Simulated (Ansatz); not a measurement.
# CHSi (doublet): trial inputs and their diagnosis at scale of all distances = 0.871

4 inputs are run for CHSi (doublet) as typed; the log has to tell whether the result can be used and what must change.

Computed with Ansatz 0.2.0, Gaussian basis. Level: the settings change from run to run.

26 further runs of the same task are left out: 2 for a known fault of the program, 2 for a mislabelled method, 18 that didn't finish, 4 set aside as unsound or not needed.

**1. What is computed**

The geometry derives from a PBE0/def2-TZVP stationary point (not a proven minimum). All distances are scaled together.

3 atoms, charge 0, spin multiplicity 2.

Atoms are counted from 1 here; the program's logs count them from 0.

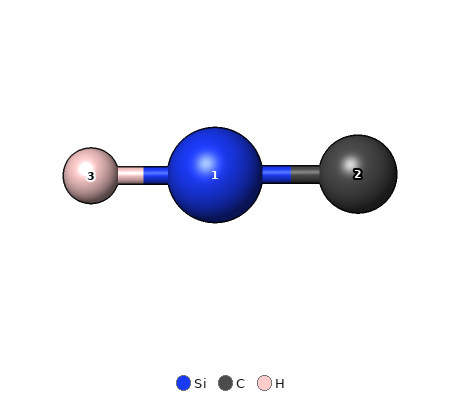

The geometry (silicon blue, carbon dark grey, hydrogen pink); atoms are numbered from 1 in the order of the file.

**2. Try 1**

Contents of in.yaml:

```yaml
crystal:
  periodic: [false, false, false]
  atoms:
    - {symbol: Si, position_ang: [0.000000, 0.000000, 0.065829]}
    - {symbol: C, position_ang: [0.000000, 0.000000, -1.437752]}
    - {symbol: H, position_ang: [0.000000, 0.000000, 1.371923]}
basis:
  gaussian: {orbitals: def2-mTZVP}
magnetization: {spin_polarized: false, initial_magnetization: 7}
hamiltonian: {xc: hf}
output: {orbitals: {seedname: orbitals}}
```

The run is started by

```bash
ansatz run in.yaml --threads 1 --pin off --events-out ev --progress --plain --max-ram 2393MiB
```

What it wrote:

```text
Functional definition: HF
  name "HF"
  cite "Fock, Z. Phys. 61, 126 (1930) doi:10.1007/BF01340294"
  parent pbe
  exchange = exact_x
  correlation = 0
393 factors; integrals over basis functions are off by at most 8.5e-4 eV
mean field evaluation 1: about -8888.2051 eV, gradient 1.5e1 eV
mean field evaluation 2: about -8888.2148 eV, gradient 1.5e1 eV
mean field evaluation 4: about -8890.5675 eV, gradient 1.6e0 eV
mean field evaluation 8: about -8890.6026 eV, gradient 3.7e-4 eV
mean field -8890.60261587 eV, -326.7236198662 hartree, gradient 1.2e-5 eV, S^2 15.750000; 0 other end points of the search recorded, 0 dependent functions left out
reference -8890.60261587 eV, -326.7236198662 hartree; 14, 7 occupied and 30, 37 virtual orbitals, 393 factors
Total energy: -8890.60261587 eV, -326.7236198662 hartree
```

Run time: 0.36 s. Hardware: 1 thread of Intel Xeon Platinum 8375C at 2.90GHz, shared host.

What is wrong: The run converged, which proves nothing about the input. Far too many unpaired electrons are asked for. Its energy belongs to the state of multiplicity 8, not to the doublet that was meant. Fix: set initial_magnetization to that of the wanted state.

**3. Try 2**

Contents of in.yaml:

```yaml
crystal:
  periodic: [false, false, false]
  atoms:
    - {symbol: Si, position_ang: [0.000000, 0.000000, 0.065829]}
    - {symbol: C, position_ang: [0.000000, 0.000000, -1.437752]}
    - {symbol: H, position_ang: [0.000000, 0.000000, 1.371923]}
basis:
  gaussian: {orbitals: 6-31G}
magnetization: {spin_polarized: false, initial_magnetization: 1}
hamiltonian: {pseudopotentials: {relativity: scalar}}
correlation: {method: full_ci, electrons: valence}
```

The command is unchanged.

What it wrote:

```text
Error: YAML parse error: error: line 11 column 23: unknown variant `full_ci`, expected one of mp2, rpa, ccsd, ccsd_t, bccd, bccd_t, ccsdt, ccsdt_q, ccsdt_q_b, ccsdtq, fci, sc_nevpt2, fic_nevpt4_sd, fic_mrcisd_q, fic_mrcisd_q_relaxed
  --> <input>:11:23
   |
 9 | magnetization: {spin_polarized: false, initial_magnetization: 1}
10 | hamiltonian: {pseudopotentials: {relativity: scalar}}
11 | correlation: {method: full_ci, electrons: valence}
   |                       ^ unknown variant `full_ci`, expected one of mp2, rpa, ccsd, ccsd_t, bccd, bccd_t, ccsdt, ccsdt_q, ccsdt_q_b, ccsdtq, fci, sc_nevpt2, fic_nevpt4_sd, fic_mrcisd_q, fic_mrcisd_q_relaxed
```

It took 0.03 s on 1 thread of Intel Xeon Platinum 8375C at 2.90GHz, shared host.

What is wrong: The run was refused. The method's name isn't one that the program knows. Fix: name one from the list in the message.

**4. Try 3**

Contents of in.yaml:

```yaml
crystal:
  periodic: [false, false, false]
  atoms:
    - {symbol: Si, position_ang: [0.000000, 0.000000, 0.065829]}
    - {symbol: C, position_ang: [0.000000, 0.000000, -1.437752]}
    - {symbol: H, position_ang: [0.000000, 0.000000, 1.371923]}
basis:
  gaussian: {orbitals: 6-31G}
correlation: {method: sc_nevpt2, electrons: valence, active_space: {window: {electrons: 3, orbitals: 3}}}
magnetization: {spin_polarized: true, initial_magnetization: 1}
```

The command is unchanged.

What it wrote:

```text
Error: invalid value for `correlation.active_space`: it starts from restricted Hartree–Fock orbitals; set hamiltonian.xc: hf without magnetization.spin_polarized
```

Wall time 0.03 s (1 thread of Intel Xeon Platinum 8375C at 2.90GHz, shared host).

What is wrong: The run was refused. An active space is asked on unrestricted orbitals. Cure: drop spin_polarized: true.

**5. Try 4**

Contents of in.yaml:

```yaml
crystal:
  periodic: [false, false, false]
  atoms:
    - {symbol: Si, position_ang: [0.000000, 0.000000, 0.065829]}
    - {symbol: C, position_ang: [0.000000, 0.000000, -1.437752]}
    - {symbol: H, position_ang: [0.000000, 0.000000, 1.371923]}
basis:
  gaussian: {orbitals: def2-SVP}
magnetization: {spin_polarized: false, initial_magnetization: 1}
correlation: {active_space: {ras: {orbitals: [4, 1, 26], electrons: 29, max_holes: 2, max_particles: 2}, fixed_orbitals: true}}
```

Same command.

What it wrote:

```text
Functional definition: HF
  name "HF"
  cite "Fock, Z. Phys. 61, 126 (1930) doi:10.1007/BF01340294"
  parent pbe
  exchange = exact_x
  correlation = 0
363 factors; integrals over basis functions are off by at most 8.6e-4 eV
mean field evaluation 1: about -8894.3705 eV, gradient 2.5e1 eV
mean field evaluation 2: about -8894.3709 eV, gradient 2.5e1 eV
mean field evaluation 4: about -8896.6642 eV, gradient 2.5e0 eV
mean field evaluation 8: about -8896.7382 eV, gradient 1.5e-1 eV
mean field evaluation 16: about -8897.3530 eV, gradient 1.2e-2 eV
mean field evaluation 32: about -8896.7389 eV, gradient 5.2e-4 eV
mean field evaluation 64: about -8897.1326 eV, gradient 1.7e0 eV
mean field -8897.35298280 eV, -326.9716912753 hartree, gradient 3.0e-6 eV, S^2 0.750000; 8 other end points of the search recorded, 0 dependent functions left out
reference -8897.35298280 eV, -326.9716912753 hartree; 11, 10 occupied and 26, 27 virtual orbitals, 363 factors
Error: 29 electrons in 31 orbitals form no window around the highest filled level of the reference
```

Run time: 0.66 s. Hardware: 1 thread of Intel Xeon Platinum 8375C at 2.90GHz, shared host.

Diagnosis: The run stopped with an error. The electron count of the restricted space is wrong. Cure: count the correlated electrons again.

**6. How the runs ended**

```
try              level                ended                                                cause    time
  1      HF/def2-mTZVP            converged        far too many unpaired electrons are asked for  0.36 s
  2    'full_ci'/6-31G              refused   the method's name isn't one that the program knows  0.03 s
  3  NEVPT2(3,3)/6-31G              refused    an active space is asked on unrestricted orbitals  0.03 s
  4      CISD/def2-SVP  stopped by an error  the electron count of the restricted space is wrong  0.66 s
```

1 converged, 2 refused, 1 stopped by an error. The input that converges on a wrong geometry or spin is the dangerous one: no error points at it, so geometry and ⟨S²⟩ have to be checked.
